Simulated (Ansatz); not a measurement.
# CCl₃NOSn: single points with varied inputs

Aim: run CCl₃NOSn under a spread of inputs, and see what each costs and gives.

Program: Ansatz 0.2.0, Gaussian basis. Level of theory: the settings change from run to run. These are calculated values, not measurements.

**1. The relaxed structure**

The geometry comes from an earlier relaxation with PBE0-D4 in a triple-zeta def2 set; it is a stationary point, not always the lowest conformer. Sn takes a core potential in def2 sets; no spin-orbit term is included.

SMILES `O=C=[N][Sn]([Cl])([Cl])[Cl]`, 7 atoms, charge 0, spin multiplicity 1.

Atoms are counted from 1 here; the program's logs count them from 0.

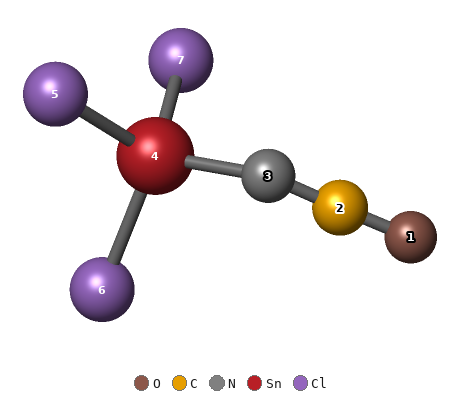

The geometry (oxygen brown, carbon amber, nitrogen grey, tin red, chlorine purple); atoms are numbered from 1 in the order of the file.

Coordinates:

```
O     1.0413   -2.3701    1.6711
C     0.9859   -1.4530    0.9624
N     1.0167   -0.5040    0.2145
Sn   -0.3672    0.7174   -0.5137
Cl    0.7090    2.2500   -1.8137
Cl   -1.4594    1.7638    1.2040
Cl   -1.8650   -0.4721   -1.7704
```

**2. B97/def2-TZVPP**

Options: charge +1, multiplicity 2, atoms shaken by 0.03 Å, high accuracy.

Contents of in.yaml:

```yaml
crystal:
  periodic: [false, false, false]
  atoms:
    - {symbol: O, position_ang: [1.013448, -2.391085, 1.653127]}
    - {symbol: C, position_ang: [0.878805, -1.473345, 0.942954]}
    - {symbol: N, position_ang: [0.985522, -0.539693, 0.209215]}
    - {symbol: Sn, position_ang: [-0.356384, 0.724439, -0.502753]}
    - {symbol: Cl, position_ang: [0.672529, 2.259143, -1.832483]}
    - {symbol: Cl, position_ang: [-1.443221, 1.728588, 1.175425]}
    - {symbol: Cl, position_ang: [-1.889618, -0.513474, -1.754797]}
basis:
  gaussian: {orbitals: def2-TZVPP}
total_charge: 1
magnetization: {spin_polarized: true, initial_magnetization: 1}
hamiltonian: {xc: {name: B97}}
accuracy: high
output: {forces: true}
```

Started as:

```
$ ansatz run in.yaml --threads 4 --pin off --events-out ev --progress --plain --max-ram 11315MiB
```

What it wrote, cut to the lines that bear on the results:

```text
Functional definition: B97
  name "B97"
  cite "Becke, J. Chem. Phys. 107, 8554 (1997) doi:10.1063/1.475007"
[...]
      + integral(e_c_pw_opposite_spin*poly(b97_u_opposite, cos0, cos1, cos2))
4381 factors; integrals over basis functions are off by at most 3.8e-8 eV
[...]
mean field -47963.67491031 eV, -1762.6325420073 hartree, gradient 6.2e-8 eV, S^2 0.758762; 10 other end points of the search recorded, 0 dependent functions left out
[...]
reference -47963.67491275 eV, -1762.6325420969 hartree; 47, 46 occupied and 222, 223 virtual orbitals, 4381 factors
Total energy: -47963.67491275 eV, -1762.6325420969 hartree
Atom 0 at     1.013448    -2.391085     1.653127 Å, force    -0.605537     0.499607    -0.364557 eV/Å
Atom 1 at     0.878805    -1.473345     0.942954 Å, force     1.160030    -3.203082     2.424642 eV/Å
Atom 2 at     0.985522    -0.539693     0.209215 Å, force     0.500737     1.271100    -1.317054 eV/Å
Atom 3 at    -0.356384     0.724439    -0.502753 Å, force    -1.073241     1.259196    -1.513496 eV/Å
Atom 4 at     0.672529     2.259143    -1.832483 Å, force     0.157700    -0.003570    -0.114927 eV/Å
Atom 5 at    -1.443221     1.728588     1.175425 Å, force    -0.367397     0.305334     0.816232 eV/Å
Atom 6 at    -1.889618    -0.513474    -1.754797 Å, force     0.227709    -0.128584     0.069160 eV/Å
Dipole moment:     0.199486    -0.427251     0.201858 e Å
```

Wall time 4.5 min (4 threads of Intel Xeon Platinum 8488C, shared host); peak memory 3.2 GiB.

Largest force 4.181 eV/Å, ⟨S²⟩ 0.759.

**3. PBE0-DH/def2-mTZVPP**

Set apart from the defaults: charge +1, multiplicity 2.

Contents of in.yaml:

```yaml
crystal:
  periodic: [false, false, false]
  atoms:
    - {symbol: O, position_ang: [1.041269, -2.370114, 1.671116]}
    - {symbol: C, position_ang: [0.985925, -1.453029, 0.962372]}
    - {symbol: N, position_ang: [1.016748, -0.503996, 0.214504]}
    - {symbol: Sn, position_ang: [-0.367189, 0.717430, -0.513710]}
    - {symbol: Cl, position_ang: [0.708974, 2.250002, -1.813743]}
    - {symbol: Cl, position_ang: [-1.459372, 1.763775, 1.204022]}
    - {symbol: Cl, position_ang: [-1.864954, -0.472067, -1.770360]}
basis:
  gaussian: {orbitals: def2-mTZVPP}
total_charge: 1
magnetization: {spin_polarized: true, initial_magnetization: 1}
hamiltonian: {xc: {name: PBE0-DH}}
```

Launched as before.

What it wrote, cut to the lines that bear on the results:

```text
Functional definition: PBE0-DH
  name "PBE0-DH"
  cite "Brémond & Adamo, J. Chem. Phys. 135, 024106 (2011) doi:10.1063/1.3604569"
  cite "Perdew, Burke & Ernzerhof, Phys. Rev. Lett. 77, 3865 (1996) doi:10.1103/PhysRevLett.77.3865"
[...]
1759 factors; integrals over basis functions are off by at most 5.4e-4 eV
[...]
mean field -47942.17230033 eV, -1761.8423356656 hartree, gradient 2.9e-6 eV, S^2 0.799441; 4 other end points of the search recorded, 0 dependent functions left out
22 core orbitals not correlated: weight in the atoms' cores, before any rotation towards them, 1.000 or more for the frozen orbitals, at most 0.000 for the correlated occupied ones
reference -47942.17232209 eV, -1761.8423364651 hartree; 25, 24 occupied and 137, 138 virtual orbitals, 1759 factors
second order -36.66281374 eV of doubles, -0.00000000 eV of singles
Total energy: -47946.75517380 eV, -1762.0107531594 hartree
```

It took 17 s on 4 threads of Intel Xeon Platinum 8488C, shared host; peak memory 0.95 GiB.

⟨S²⟩ 0.799.

**4. BHLYP/def2-TZVP**

This run has multiplicity 3, atoms shaken by 0.08 Å.

Contents of in.yaml:

```yaml
crystal:
  periodic: [false, false, false]
  atoms:
    - {symbol: O, position_ang: [0.870985, -2.411619, 1.706556]}
    - {symbol: C, position_ang: [0.952023, -1.397897, 1.067269]}
    - {symbol: N, position_ang: [1.006970, -0.528005, 0.035643]}
    - {symbol: Sn, position_ang: [-0.379762, 0.742636, -0.685581]}
    - {symbol: Cl, position_ang: [0.843551, 2.304376, -1.837261]}
    - {symbol: Cl, position_ang: [-1.430061, 1.651784, 1.238994]}
    - {symbol: Cl, position_ang: [-1.809472, -0.479359, -1.690821]}
basis:
  gaussian: {orbitals: def2-TZVP}
magnetization: {spin_polarized: true, initial_magnetization: 2}
hamiltonian: {xc: {name: BHLYP}}
output: {forces: true}
```

Same command.

What it wrote, cut to the lines that bear on the results:

```text
Functional definition: BHLYP
  name "BHLYP"
  cite "Becke, J. Chem. Phys. 98, 1372 (1993) doi:10.1063/1.464304"
  cite "Becke, Phys. Rev. A 38, 3098 (1988) doi:10.1103/PhysRevA.38.3098"
  cite "Lee, Yang & Parr, Phys. Rev. B 37, 785 (1988) doi:10.1103/PhysRevB.37.785"
[...]
1918 factors; their error is unknown
[...]
mean field -47970.61546781 eV, -1762.8876027910 hartree, gradient 2.6e-6 eV, S^2 2.013134; 4 other end points of the search recorded, 0 dependent functions left out
[...]
reference -47970.61568127 eV, -1762.8876106356 hartree; 48, 46 occupied and 206, 208 virtual orbitals, 1918 factors
Total energy: -47970.61568127 eV, -1762.8876106356 hartree
Atom 0 at     0.870985    -2.411619     1.706556 Å, force    -1.103794     0.927171    -3.512876 eV/Å
Atom 1 at     0.952023    -1.397897     1.067269 Å, force     2.174189     0.773327     4.457622 eV/Å
Atom 2 at     1.006970    -0.528005     0.035643 Å, force    -0.101221    -2.073653    -0.336532 eV/Å
Atom 3 at    -0.379762     0.742636    -0.685581 Å, force     1.429043     2.489985     2.281246 eV/Å
Atom 4 at     0.843551     2.304376    -1.837261 Å, force    -0.168863     0.052340     0.008185 eV/Å
Atom 5 at    -1.430061     1.651784     1.238994 Å, force     0.465365    -0.186160    -0.876245 eV/Å
Atom 6 at    -1.809472    -0.479359    -1.690821 Å, force    -2.694719    -1.983009    -2.021400 eV/Å
Dipole moment:    -0.153642     0.157633    -0.462737 e Å
```

Wall time 35 s (4 threads of Intel Xeon Platinum 8488C, shared host); peak memory 2.1 GiB.

Largest force 5.020 eV/Å, dipole 2.46 D, ⟨S²⟩ 2.013.

**5. BHLYP/x2c-TZVPPall**

This run has D3(BJ) with three-body dispersion, the search for lower states set to light.

Contents of in.yaml:

```yaml
crystal:
  periodic: [false, false, false]
  atoms:
    - {symbol: O, position_ang: [1.041269, -2.370114, 1.671116]}
    - {symbol: C, position_ang: [0.985925, -1.453029, 0.962372]}
    - {symbol: N, position_ang: [1.016748, -0.503996, 0.214504]}
    - {symbol: Sn, position_ang: [-0.367189, 0.717430, -0.513710]}
    - {symbol: Cl, position_ang: [0.708974, 2.250002, -1.813743]}
    - {symbol: Cl, position_ang: [-1.459372, 1.763775, 1.204022]}
    - {symbol: Cl, position_ang: [-1.864954, -0.472067, -1.770360]}
basis:
  gaussian: {orbitals: x2c-TZVPPall}
hamiltonian: {xc: {name: BHLYP}, dispersion: d3bjatm}
scf: {lower_state_search: light}
output: {forces: true}
```

Launched as before.

What it wrote, cut to the lines that bear on the results:

```text
Functional definition: BHLYP
  name "BHLYP"
  cite "Becke, J. Chem. Phys. 98, 1372 (1993) doi:10.1063/1.464304"
  cite "Becke, Phys. Rev. A 38, 3098 (1988) doi:10.1103/PhysRevA.38.3098"
  cite "Lee, Yang & Parr, Phys. Rev. B 37, 785 (1988) doi:10.1103/PhysRevB.37.785"
[...]
2291 factors; their error is unknown
[...]
mean field -210340.24505168 eV, -7729.8614319103 hartree, gradient 4.0e-5 eV, S^2 0.000000; 0 other end points of the search recorded, 0 dependent functions left out
[...]
reference -210340.24525560 eV, -7729.8614394042 hartree; 61, 61 occupied and 218, 218 virtual orbitals, 2291 factors
Total energy: -210340.70745253 eV, -7729.8784248284 hartree
Relativity: scalar
Atom 0 at     1.041269    -2.370114     1.671116 Å, force    -0.099733     0.987880    -0.756758 eV/Å
Atom 1 at     0.985925    -1.453029     0.962372 Å, force     0.185753    -0.142929     0.081403 eV/Å
Atom 2 at     1.016748    -0.503996     0.214504 Å, force    -0.139550    -0.817068     0.662487 eV/Å
Atom 3 at    -0.367189     0.717430    -0.513710 Å, force     0.035467    -0.019221     0.008919 eV/Å
Atom 4 at     0.708974     2.250002    -1.813743 Å, force     0.001817    -0.000455     0.000292 eV/Å
Atom 5 at    -1.459372     1.763775     1.204022 Å, force     0.007197    -0.010495    -0.006574 eV/Å
Atom 6 at    -1.864954    -0.472067    -1.770360 Å, force     0.009048     0.002287     0.010231 eV/Å
Dipole moment:    -0.068516     0.158006    -0.111991 e Å
```

Run time: 9 s. Hardware: 4 threads of Intel Xeon Platinum 8488C, shared host; peak memory 1.4 GiB.

Largest force 1.248 eV/Å, dipole 0.99 D.

**6. HSE06/def2-TZVP**

Set apart from the defaults: unrestricted orbitals, D3(BJ) dispersion.

Changes to in.yaml since step 5:

```diff
@@ -11,5 +11,5 @@
 basis:
-  gaussian: {orbitals: x2c-TZVPPall}
-hamiltonian: {xc: {name: BHLYP}, dispersion: d3bjatm}
-scf: {lower_state_search: light}
+  gaussian: {orbitals: def2-TZVP}
+magnetization: {spin_polarized: true, initial_magnetization: 0}
+hamiltonian: {xc: {name: HSE06}, dispersion: d3bj}
 output: {forces: true}
```

Launched as before.

What it wrote, cut to the lines that bear on the results:

```text
Functional definition: HSE06
  name "HSE06"
  cite "Heyd, Scuseria & Ernzerhof, J. Chem. Phys. 118, 8207 (2003) doi:10.1063/1.1564060"
  cite "Krukau, Vydrov, Izmaylov & Scuseria, J. Chem. Phys. 125, 224106 (2006) doi:10.1063/1.2404663"
  cite "Heyd & Scuseria, J. Chem. Phys. 120, 7274 (2004) doi:10.1063/1.1668634"
  cite "Ernzerhof & Perdew, J. Chem. Phys. 109, 3313 (1998) doi:10.1063/1.476928"
  cite "Perdew, Burke & Ernzerhof, Phys. Rev. Lett. 77, 3865 (1996) doi:10.1103/PhysRevLett.77.3865"
  parent pbe
[...]
  # The whole range is PBE's own exchange, as in plane waves. The composition of these papers is wPBEh.
[...]
1751 factors; their error is unknown
94 factors; integrals over basis functions are off by at most 3.0e-7 eV
[...]
mean field -47962.69696722 eV, -1762.5966032616 hartree, gradient 3.2e-5 eV, S^2 0.000000; 0 other end points of the search recorded, 0 dependent functions left out
[...]
reference -47962.69701296 eV, -1762.5966049427 hartree; 47, 47 occupied and 207, 207 virtual orbitals, 1751 factors
Total energy: -47962.93314223 eV, -1762.6052825332 hartree
Atom 0 at     1.041269    -2.370114     1.671116 Å, force     0.003816    -0.025775     0.019631 eV/Å
Atom 1 at     0.985925    -1.453029     0.962372 Å, force    -0.011595     0.004975    -0.001972 eV/Å
Atom 2 at     1.016748    -0.503996     0.214504 Å, force     0.022603     0.013280    -0.014239 eV/Å
Atom 3 at    -0.367189     0.717430    -0.513710 Å, force     0.002755    -0.007701     0.005297 eV/Å
Atom 4 at     0.708974     2.250002    -1.813743 Å, force     0.011538     0.015286    -0.013017 eV/Å
Atom 5 at    -1.459372     1.763775     1.204022 Å, force    -0.012365     0.012557     0.018903 eV/Å
Atom 6 at    -1.864954    -0.472067    -1.770360 Å, force    -0.016752    -0.012622    -0.014602 eV/Å
Dipole moment:    -0.056671     0.137106    -0.097648 e Å
```

It took 9.5 s on 4 threads of Intel Xeon Platinum 8488C, shared host; peak memory 1.4 GiB.

Largest force 0.033 eV/Å, dipole 0.85 D, ⟨S²⟩ 0.000.

**7. revPBE0/def2-mTZVP**

Set apart from the defaults: charge -1, multiplicity 2, atoms shaken by 0.08 Å.

Contents of in.yaml:

```yaml
crystal:
  periodic: [false, false, false]
  atoms:
    - {symbol: O, position_ang: [0.996517, -2.343004, 1.698617]}
    - {symbol: C, position_ang: [0.998187, -1.539377, 1.068385]}
    - {symbol: N, position_ang: [1.055599, -0.339183, 0.244611]}
    - {symbol: Sn, position_ang: [-0.432109, 0.785609, -0.514558]}
    - {symbol: Cl, position_ang: [0.670688, 2.221263, -1.732931]}
    - {symbol: Cl, position_ang: [-1.437975, 1.601030, 1.268744]}
    - {symbol: Cl, position_ang: [-1.811550, -0.572164, -1.748143]}
basis:
  gaussian: {orbitals: def2-mTZVP}
total_charge: -1
magnetization: {spin_polarized: true, initial_magnetization: 1}
hamiltonian: {xc: {name: revPBE0}}
output: {forces: true}
```

Same command.

What it wrote, cut to the lines that bear on the results:

```text
Functional definition: revPBE0
  name "revPBE0"
  cite "Zhang & Yang, Phys. Rev. Lett. 80, 890 (1998) doi:10.1103/PhysRevLett.80.890"
  cite "Adamo & Barone, J. Chem. Phys. 110, 6158 (1999) doi:10.1063/1.478522"
  cite "Perdew, Burke & Ernzerhof, Phys. Rev. Lett. 77, 3865 (1996) doi:10.1103/PhysRevLett.77.3865"
[...]
1525 factors; integrals over basis functions are off by at most 5.1e-4 eV
[...]
mean field -47970.06924988 eV, -1762.8675296522 hartree, gradient 4.8e-5 eV, S^2 0.752227; 0 other end points of the search recorded, 0 dependent functions left out
[...]
reference -47970.06929199 eV, -1762.8675311997 hartree; 48, 47 occupied and 116, 117 virtual orbitals, 1525 factors
Total energy: -47970.06929199 eV, -1762.8675311997 hartree
Atom 0 at     0.996517    -2.343004     1.698617 Å, force    -0.081747   -19.341849    14.876664 eV/Å
Atom 1 at     0.998187    -1.539377     1.068385 Å, force     0.160784    26.739223   -19.757368 eV/Å
Atom 2 at     1.055599    -0.339183     0.244611 Å, force     1.628417    -8.368778     5.491804 eV/Å
Atom 3 at    -0.432109     0.785609    -0.514558 Å, force    -0.248374    -2.495407     0.043590 eV/Å
Atom 4 at     0.670688     2.221263    -1.732931 Å, force     3.083453     3.778108    -3.094969 eV/Å
Atom 5 at    -1.437975     1.601030     1.268744 Å, force    -2.362670     2.012777     4.399583 eV/Å
Atom 6 at    -1.811550    -0.572164    -1.748143 Å, force    -2.179863    -2.324074    -1.959302 eV/Å
Dipole moment:     0.089203    -0.173059     0.239088 e Å
```

It took 4.8 s on 4 threads of Intel Xeon Platinum 8488C, shared host; peak memory 0.76 GiB.

Largest force 33.247 eV/Å, ⟨S²⟩ 0.752.

**8. r2SCANh/def2-TZVPD**

Options: unrestricted orbitals, density fitting with def2-universal-jkfit, D4 dispersion.

Contents of in.yaml:

```yaml
crystal:
  periodic: [false, false, false]
  atoms:
    - {symbol: O, position_ang: [1.041269, -2.370114, 1.671116]}
    - {symbol: C, position_ang: [0.985925, -1.453029, 0.962372]}
    - {symbol: N, position_ang: [1.016748, -0.503996, 0.214504]}
    - {symbol: Sn, position_ang: [-0.367189, 0.717430, -0.513710]}
    - {symbol: Cl, position_ang: [0.708974, 2.250002, -1.813743]}
    - {symbol: Cl, position_ang: [-1.459372, 1.763775, 1.204022]}
    - {symbol: Cl, position_ang: [-1.864954, -0.472067, -1.770360]}
basis:
  gaussian: {orbitals: def2-TZVPD, fitting: {mean_field: def2-universal-jkfit}}
magnetization: {spin_polarized: true, initial_magnetization: 0}
hamiltonian: {xc: {name: r2SCANh}, dispersion: d4}
```

The command is unchanged.

What it wrote, cut to the lines that bear on the results:

```text
Functional definition: r2SCANh
  name "r2SCANh"
  cite "Bursch, Neugebauer, Ehlert & Grimme, J. Chem. Phys. 156, 134105 (2022) doi:10.1063/5.0086040"
  cite "Furness, Kaplan, Ning, Perdew & Sun, J. Phys. Chem. Lett. 11, 8208 (2020) doi:10.1021/acs.jpclett.0c02405"
  cite "Furness, Kaplan, Ning, Perdew & Sun, J. Phys. Chem. Lett. 11, 9248 (2020) doi:10.1021/acs.jpclett.0c03077"
  parent r2scan
[...]
831 factors; integrals over basis functions are off by at most 8.8e-1 eV
[...]
mean field -47977.62508615 eV, -1763.1452015138 hartree, gradient 2.7e-5 eV, S^2 0.000000; 0 other end points of the search recorded, 0 dependent functions left out
reference -47977.62512542 eV, -1763.1452029568 hartree; 47, 47 occupied and 261, 261 virtual orbitals, 831 factors
Total energy: -47977.70804757 eV, -1763.1482502898 hartree
```

Run time: 12 s. Hardware: 4 threads of Intel Xeon Platinum 8488C, shared host; peak memory 1.1 GiB.

⟨S²⟩ 0.000.

**9. All runs side by side**

```
              level  charge  multiplicity  geometry  functions  energy (eV)     time
     B97/def2-TZVPP       1             2    shaken        269   -47963.675  4.5 min
PBE0-DH/def2-mTZVPP       1             2   relaxed        184   -47946.755     17 s
    BHLYP/def2-TZVP       0             3    shaken        254   -47970.616     35 s
 BHLYP/x2c-TZVPPall       0             1   relaxed        279  -210340.707      9 s
    HSE06/def2-TZVP       0             1   relaxed        254   -47962.933    9.5 s
 revPBE0/def2-mTZVP      -1             2    shaken        164   -47970.069    4.8 s
 r2SCANh/def2-TZVPD       0             1   relaxed        308   -47977.708     12 s
```

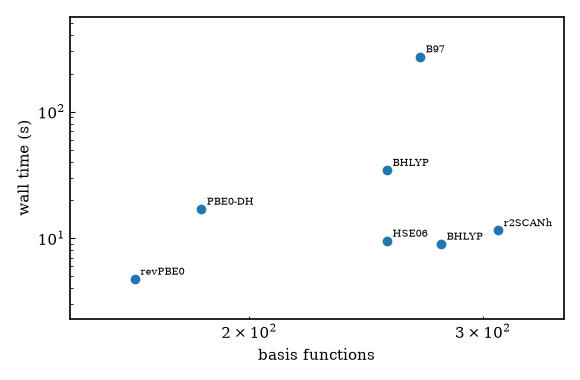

Wall time against the number of basis functions (shared host).

**10. Summary of results**

```
                                         quantity                      value
                                             runs                          7
                                         quickest  revPBE0/def2-mTZVP, 4.8 s
                                          slowest    B97/def2-TZVPP, 4.5 min
spread of total energies, same state and geometry                162377.8 eV
                  dipole, same state and geometry             0.85 to 0.99 D
```

B97/def2-TZVPP took 57 times as long as revPBE0/def2-mTZVP. The jobs differ in tasks and options as well as level. The totals spread over 162378 eV; they can't be compared across methods or bases. Some of these runs are scalar-relativistic and others not, which shifts the totals of all-electron atoms past neon by several eV an atom and more; core potentials, where a basis has them, take the core out of the total altogether. At the PBE0-D4/def2-TZVP geometry and in the same state, the sound runs without point charges leave forces up to 1.25 eV/Å (BHLYP/x2c-TZVPPall).
